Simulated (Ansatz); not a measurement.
**C₂H₉ClGaN: basis-set convergence**

How large a basis does C₂H₉ClGaN need? Two functionals are run in growing sets.

Computed with Ansatz 0.2.0, Gaussian basis. Level: one geometry, several basis sets.

Levels to be run: PBE0-D4/def2-SVP; ωB97M-V/def2-SVP; PBE0-D4/def2-QZVPP; ωB97M-V/def2-QZVPP; the functionals' def2-TZVPP values are taken from earlier runs.

## (1) The geometry

All runs share one geometry, relaxed beforehand with PBE0-D4 in a triple-zeta def2 set.

SMILES `[CH3][Ga-]([CH3])([NH3+])[Cl]`, 14 atoms, charge 0, spin multiplicity 1.

Atoms are counted from 1 here; the program's logs count them from 0.

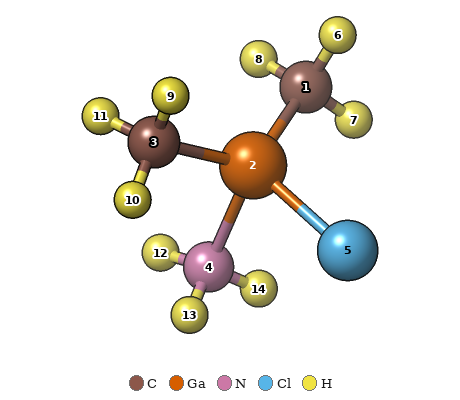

The geometry (carbon brown, gallium orange, nitrogen pink, chlorine blue, hydrogen yellow); atoms are numbered from 1 in the order of the file.

## (2) PBE0-D4 in def2-SVP

Contents of in.yaml:

```yaml
crystal:
  periodic: [false, false, false]
  atoms:
    - {symbol: C, position_ang: [-1.792844, 0.854699, 0.212074]}
    - {symbol: Ga, position_ang: [0.141412, 0.491312, 0.080824]}
    - {symbol: C, position_ang: [1.308124, -0.244371, 1.490874]}
    - {symbol: N, position_ang: [0.232091, -1.020577, -1.438060]}
    - {symbol: Cl, position_ang: [1.198591, 1.950822, -1.227812]}
    - {symbol: H, position_ang: [-1.972565, 1.697080, 0.883954]}
    - {symbol: H, position_ang: [-2.211005, 1.118713, -0.761838]}
    - {symbol: H, position_ang: [-2.342197, -0.004274, 0.607076]}
    - {symbol: H, position_ang: [1.440206, 0.488636, 2.289983]}
    - {symbol: H, position_ang: [2.299330, -0.481548, 1.098050]}
    - {symbol: H, position_ang: [0.884617, -1.147274, 1.939267]}
    - {symbol: H, position_ang: [-0.169006, -1.921462, -1.202757]}
    - {symbol: H, position_ang: [1.208140, -1.151487, -1.681485]}
    - {symbol: H, position_ang: [-0.237797, -0.659472, -2.261351]}
basis:
  gaussian: {orbitals: def2-SVP}
hamiltonian: {xc: pbe0, dispersion: d4}
output: {orbitals: {seedname: orbitals}}
```

The run is started by

```
> ansatz run in.yaml --threads 4 --pin off --events-out ev --progress --plain --max-ram 11315MiB
```

Further steps of the session: ωB97M-V in def2-SVP; PBE0-D4 in def2-QZVPP; ωB97M-V in def2-QZVPP.

Before running them: what should the planned runs give, taken together? Wanted: PBE0-D4: double and triple zeta above quadruple; ωB97M-V: double and triple zeta above quadruple.

As calculated:

| quantity | value |
| --- | --- |
| PBE0-D4: double and triple zeta above quadruple | 17.06, 1.77 eV |
| ωB97M-V: double and triple zeta above quadruple | 17.18, 1.71 eV |

What this shows: PBE0-D4 gains 15.29 eV from double to triple zeta, then 1.77 eV more. Total energies overstate the basis error of differences, where much of it tends to cancel. The LUMO of ωB97M-V is positive and keeps falling with the basis (2.01 to 0.81 eV): an unbound level that the basis holds in place.
